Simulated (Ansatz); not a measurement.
## Two runs on CH3NO

System: CH3NO, SMILES NC=O.
Method of run A: RKS PBE-D4/def2-SVP (Ansatz 0.2.0).

Text and figures count atoms from 1; the logs count them from 0 in places.

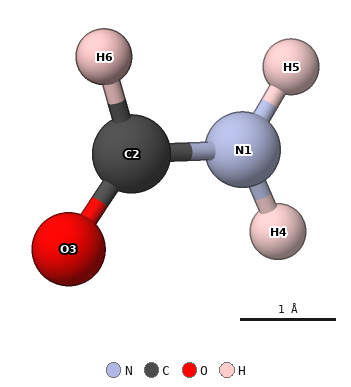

Figure 1. The starting structure (ball-and-stick view, seen at a tilt; atoms are numbered from 1 in the order of the input). Bond lengths as drawn: C–H 1.13 Å, C–N 1.37 Å, C–O 1.22 Å and H–N 1.02 Å.

The input, run A:
```yaml
crystal:
  periodic: [false, false, false]
  atoms:
    - { symbol: "N", position_ang: [-1.12503109, 0.23551262, 0.11117131] }
    - { symbol: C, position_ang: [0.22831365, 0.3412883, -0.04057401] }
    - { symbol: O, position_ang: [1.00797507, -0.59532364, -0.08194724] }
    - { symbol: H, position_ang: [-1.54508356, -0.69142758, 0.19954257] }
    - { symbol: H, position_ang: [-1.72678087, 1.05787772, 0.1384226] }
    - { symbol: H, position_ang: [0.55197681, 1.42167259, -0.12555524] }
basis:
  gaussian: { orbitals: def2-SVP }
hamiltonian:
  xc: pbe
  dispersion: d4
relax:
  f_tol: 0.002
  max_steps: 150
```

Launched with:
```bash
ansatz run input.yaml --threads 2 --pin off --max-ram 5120MiB --backend cpu --events-out ev --progress --plain --runs-dir out
```

Hardware: 2 threads of Arm Neoverse V2, 24 GiB of memory available, shared host.

Output, shortened to warnings, some set-up lines, iterations and results (run A):
```
[...]
mean field evaluation 1: about -4607.8795 eV, gradient 5.8e1 eV
mean field evaluation 2: about -4587.3970 eV, gradient 1.1e2 eV
mean field evaluation 4: about -4614.3436 eV, gradient 8.6e0 eV
mean field evaluation 8: about -4614.4885 eV, gradient 1.3e-1 eV
mean field evaluation 16: about -4614.4549 eV, gradient 2.1e-5 eV
relax step   1: F+E_penalty+E_count = -4614.51469828 eV  Δ(F+E_penalty+E_count) = +0.000e0 eV  max|allowed force component| = 1.723e-2 eV/Å  Δτ_max = 0.0000 Å  (26 SCF iters, …
relax step   2: F+E_penalty+E_count = -4614.51470987 eV  Δ(F+E_penalty+E_count) = -1.159e-5 eV  max|allowed force component| = 5.061e-3 eV/Å  Δτ_max = 0.0006 Å  (21 SCF …
relax step   3: F+E_penalty+E_count = -4614.51471368 eV  Δ(F+E_penalty+E_count) = -3.808e-6 eV  max|allowed force component| = 3.717e-3 eV/Å  Δτ_max = 0.0007 Å  (20 SCF …
mean field evaluation 32: about -4614.4549 eV, gradient 5.7e-6 eV
relax step   4: F+E_penalty+E_count = -4614.51471409 eV  Δ(F+E_penalty+E_count) = -4.103e-7 eV  max|allowed force component| = 2.055e-3 eV/Å  Δτ_max = 0.0004 Å  (19 SCF …
relax step   5: F+E_penalty+E_count = -4614.51471427 eV  Δ(F+E_penalty+E_count) = -1.791e-7 eV  max|allowed force component| = 8.162e-4 eV/Å  Δτ_max = 0.0001 Å  (18 SCF …
647 factors; their error is unknown
mean field -4614.45491941 eV, -169.5780904985 hartree, gradient 1.9e-5 eV, S^2 0.000000; 1 other end points of the search recorded, 0 dependent functions left out
the calculation of the forces begins
reference -4614.45494203 eV, -169.5780913296 hartree; 12, 12 occupied and 45, 45 virtual orbitals, 647 factors
Total energy: -4614.51473688 eV, -169.5802887500 hartree
Atom 0 at    -1.125019     0.235223     0.111161 Å, force    -0.000216    -0.000120     0.000021 eV/Å
Atom 1 at     0.228127     0.341092    -0.040545 Å, force    -0.000540     0.000816     0.000023 eV/Å
Atom 2 at     1.008691    -0.594865    -0.082016 Å, force     0.000589    -0.000694    -0.000040 eV/Å
Atom 3 at    -1.545917    -0.691777     0.199625 Å, force     0.000005    -0.000031     0.000013 eV/Å
Atom 4 at    -1.725354     1.058543     0.138282 Å, force     0.000011     0.000021    -0.000010 eV/Å
Atom 5 at     0.550841     1.421384    -0.125446 Å, force     0.000151     0.000008    -0.000008 eV/Å
Dipole moment:    -0.690183     0.360134     0.058253 e Å
```

The input of run B differs as follows (lines with − go, lines with + come):
```diff
-  gaussian: { orbitals: def2-SVP }
+  gaussian: { orbitals: def2-TZVPP }
-  xc: pbe
+  xc: pbe0
```

What does this change do to the results?

The total energies belong to different models, so their difference says nothing on which is more stable or more accurate. The functional changes from PBE to PBE0. The basis functions go from 57 to 135. On the same kind of shared host run B took about 2.8 times as long.

Output, shortened to warnings, some set-up lines, iterations and results (run B):
```
[...]
mean field evaluation 1: about -4614.1068 eV, gradient 5.7e1 eV
mean field evaluation 2: about -4606.7742 eV, gradient 8.4e1 eV
mean field evaluation 4: about -4619.8381 eV, gradient 4.6e0 eV
mean field evaluation 8: about -4619.8872 eV, gradient 3.5e-1 eV
relax step   1: F+E_penalty+E_count = -4619.93605786 eV  Δ(F+E_penalty+E_count) = +0.000e0 eV  max|allowed force component| = 9.776e-1 eV/Å  Δτ_max = 0.0000 Å  (26 SCF iters, …
mean field evaluation 16: about -4619.9057 eV, gradient 2.0e0 eV
relax step   2: F+E_penalty+E_count = -4619.97185480 eV  Δ(F+E_penalty+E_count) = -3.580e-2 eV  max|allowed force component| = 2.180e-1 eV/Å  Δτ_max = 0.0196 Å  (32 SCF …
relax step   3: F+E_penalty+E_count = -4619.97397987 eV  Δ(F+E_penalty+E_count) = -2.125e-3 eV  max|allowed force component| = 6.463e-2 eV/Å  Δτ_max = 0.0061 Å  (32 SCF …
mean field evaluation 32: about -4619.9250 eV, gradient 3.4e-1 eV
relax step   4: F+E_penalty+E_count = -4619.97394564 eV  Δ(F+E_penalty+E_count) = +3.424e-5 eV  max|allowed force component| = 4.479e-2 eV/Å  Δτ_max = 0.0036 Å  (33 SCF …
relax step   5: F+E_penalty+E_count = -4619.97402238 eV  Δ(F+E_penalty+E_count) = -4.251e-5 eV  max|allowed force component| = 2.058e-2 eV/Å  Δτ_max = 0.0016 Å  (33 SCF …
relax step   6: F+E_penalty+E_count = -4619.97403536 eV  Δ(F+E_penalty+E_count) = -1.298e-5 eV  max|allowed force component| = 6.830e-4 eV/Å  Δτ_max = 0.0009 Å  (33 SCF …
mean field evaluation 64: about -4619.9140 eV, gradient 4.7e-2 eV
mean field -4619.92520381 eV, -169.7791197423 hartree, gradient 2.5e-5 eV, S^2 0.000000; 1 other end points of the search recorded, 0 dependent functions left out
the calculation of the forces begins
reference -4619.92522557 eV, -169.7791205420 hartree; 12, 12 occupied and 123, 123 virtual orbitals, 663 factors
Total energy: -4619.97405712 eV, -169.7809150684 hartree
Atom 0 at    -1.119696     0.235001     0.110549 Å, force    -0.000459     0.000623     0.000032 eV/Å
Atom 1 at     0.218118     0.347025    -0.039745 Å, force    -0.000284    -0.000187     0.000184 eV/Å
Atom 2 at     0.988958    -0.579571    -0.080580 Å, force    -0.000140    -0.000230    -0.000013 eV/Å
Atom 3 at    -1.531316    -0.678114     0.197438 Å, force     0.000683    -0.000129    -0.000111 eV/Å
Atom 4 at    -1.709970     1.044906     0.137252 Å, force    -0.000136    -0.000244     0.000029 eV/Å
Atom 5 at     0.545277     1.400353    -0.123854 Å, force     0.000336     0.000168    -0.000120 eV/Å
Dipole moment:    -0.703852     0.424594     0.056794 e Å
```

The two runs side by side:

| quantity | run A | run B |
| --- | --- | --- |
| outcome | converged | converged |
| total energy (hartree) | −169.580289 | −169.780915 |
| largest force (eV/Å) | 0.001 | 0.001 |
| basis functions | 57 | 135 |
| wall time (shared host) | 2.9 s | 8.1 s |
